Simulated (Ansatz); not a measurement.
**[PH2]− (phosphanide) at revPBE/6-31G(d) (spherical functions)**

Aim: the energy change on altering one bond length of [PH2]− (phosphanide) at revPBE/6-31G* (spherical functions), from 2 runs. 

The calculation is run with Ansatz 0.2.0.

2 further runs of the same task are left out: 2 that didn't finish.

## 1. The structure to begin with

[PH2]−: 3 atoms, total charge -1, spin state singlet. As SMILES, `[PH2-]`. The shape is that of a GFN2-xTB optimisation.

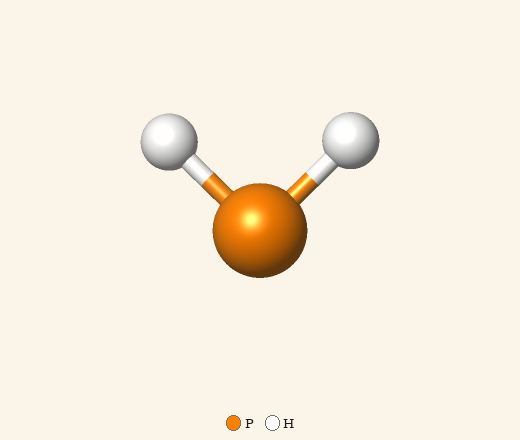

The structure, seen from a chosen angle (phosphorus orange, hydrogen white).

## 2. A single-point energy at revPBE/6-31G(d) (spherical functions)

job.yaml

```yaml
crystal:
  periodic: [false, false, false]
  atoms:
    - {symbol: P, position_ang: [0.498920, -0.293580, 0.245050]}
    - {symbol: H, position_ang: [0.105590, 0.990220, 0.165130]}
    - {symbol: H, position_ang: [-0.604500, -0.696650, -0.410180]}
basis:
  gaussian:
    orbitals: 6-31G_st_-spherical.json
total_charge: -1
accuracy: high
magnetization:
  spin_polarized: false
  initial_magnetization: 0
hamiltonian:
  xc: {name: revPBE}
```

The basis set 6-31G* is read from a file made from the Basis Set Exchange's data (not shown).

On the command line:

```console
$ ansatz run job.yaml --threads 1 --pin off --max-ram 2610MiB --events-out events.jsonl --progress --plain --runs-dir runs
```

Standard output:

```text
Warning: RAYON_NUM_THREADS=1 ignored (pool sized by the plan → 1); use --threads N
Functional definition: revPBE
  name "revPBE"
  parameter kappa = 1.245
  parameter beta = 0.06672455060314922
  exchange = pbe_x(kappa = kappa, mu = beta*pi^2/3)
  correlation = pbe_c(beta = beta)
381 factors; integrals over basis functions are off by at most 3.4e-9 eV
mean field evaluation 1: about -9317.9245 eV, gradient 4.0e0 eV
mean field evaluation 2: about -9317.9464 eV, gradient 2.3e0 eV
mean field evaluation 4: about -9317.9642 eV, gradient 5.0e-2 eV
mean field evaluation 8: about -9317.9555 eV, gradient 3.3e-4 eV
mean field evaluation 16: about -9317.9555 eV, gradient 1.9e-8 eV
mean field -9317.95550361 eV, -342.4285488207 hartree, gradient 1.9e-8 eV, S^2 0.000000; 0 other end points of the search recorded, 0 dependent functions left out
reference -9317.95550597 eV, -342.4285489072 hartree; 9, 9 occupied and 13, 13 virtual orbitals, 381 factors
Total energy: -9317.95550597 eV, -342.4285489072 hartree
```

Run time: 0.64 s. Hardware: 1 thread of Arm Neoverse V1, shared host.

## 3. The distorted shape, same level

job.yaml

```yaml
crystal:
  periodic: [false, false, false]
  atoms:
    - {symbol: P, position_ang: [0.597238, -0.614483, 0.265027]}
    - {symbol: H, position_ang: [0.105590, 0.990220, 0.165130]}
    - {symbol: H, position_ang: [-0.506182, -1.017553, -0.390203]}
basis:
  gaussian: {orbitals: 6-31G_st_-spherical.json}
total_charge: -1
hamiltonian: {xc: {name: revPBE}}
accuracy: high
```

The basis set 6-31G* is read from a file made from the Basis Set Exchange's data (not shown).

On the command line:

```console
$ ansatz run job.yaml --threads 1 --pin off --max-ram 2610MiB --events-out events.jsonl --progress --plain --runs-dir runs
```

Standard output:

```text
Warning: RAYON_NUM_THREADS=1 ignored (pool sized by the plan → 1); use --threads N
Functional definition: revPBE
  name "revPBE"
  parameter kappa = 1.245
  parameter beta = 0.06672455060314922
  exchange = pbe_x(kappa = kappa, mu = beta*pi^2/3)
  correlation = pbe_c(beta = beta)
382 factors; integrals over basis functions are off by at most 3.4e-9 eV
mean field evaluation 1: about -9317.6853 eV, gradient 6.3e0 eV
mean field evaluation 2: about -9317.6325 eV, gradient 6.8e0 eV
mean field evaluation 4: about -9317.8096 eV, gradient 2.9e-1 eV
mean field evaluation 8: about -9317.8031 eV, gradient 1.9e-3 eV
mean field evaluation 16: about -9317.8031 eV, gradient 6.6e-8 eV
mean field -9317.80308911 eV, -342.4229476911 hartree, gradient 6.6e-8 eV, S^2 0.000000; 0 other end points of the search recorded, 0 dependent functions left out
reference -9317.80309156 eV, -342.4229477810 hartree; 9, 9 occupied and 13, 13 virtual orbitals, 382 factors
Total energy: -9317.80309156 eV, -342.4229477810 hartree
```

It took 0.64 s on 1 thread of Arm Neoverse V1, shared host.

## 4. Summary of results

At revPBE/6-31G* (spherical functions):

| quantity | value |
| --- | --- |
| first shape: total energy | -342.42855 Eh |
| distorted shape: total energy | -342.42295 Eh |
| energy change with the P1–H2 bond stretched from 1.345 to 1.681 Å | 0.152 eV |

**Reading.** With the P1–H2 bond stretched from 1.345 to 1.681 Å the energy rises by 0.15 eV (14.7 kJ/mol). The first shape isn't relaxed at this level, so the change isn't measured from a minimum.
